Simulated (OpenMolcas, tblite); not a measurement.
## AlGeH4Cl (SMILES [Cl][AlH][GeH3]): methods side by side

AlGeH4Cl: 7 atoms, total charge 0, spin state singlet. SMILES: `[Cl][AlH][GeH3]`. The coordinates come from a PBE0-D4/def2-TZVP relaxation.

Quantity: the HOMO–LUMO gap, in eV. The values are calculated.

```
          level             kind     program  value (eV)   CPU time
      IPEA1-xTB   semi-empirical      tblite        4.69  under 2 s
    HF/def2-SVP     Hartree–Fock  OpenMolcas       11.21       12 s
 SVWN5/def2-SVP              LDA  OpenMolcas        3.87       25 s
  BLYP/def2-SVP              GGA  OpenMolcas        3.98       37 s
r2SCAN/def2-SVP         meta-GGA  OpenMolcas        4.51       45 s
 BHLYP/def2-SVP    global hybrid  OpenMolcas        7.63       30 s
M06-2X/def2-SVP  hybrid meta-GGA  OpenMolcas        7.47       39 s
B2PLYP/def2-SVP    double hybrid  OpenMolcas        7.83       23 s
```

All-electron rows without a relativistic Hamiltonian named are non-relativistic. The values span 3.87 to 11.21 eV. Orbital gaps aren't excitation energies, and those of double hybrids come from the SCF part alone; they tend to grow with the share of exact exchange. Times are those of the runs behind each value, whatever else they computed, on shared processors of several kinds: orders of magnitude only.

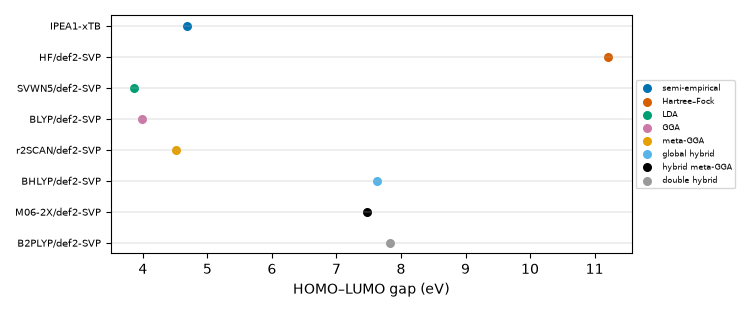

The values of the table, level by level.
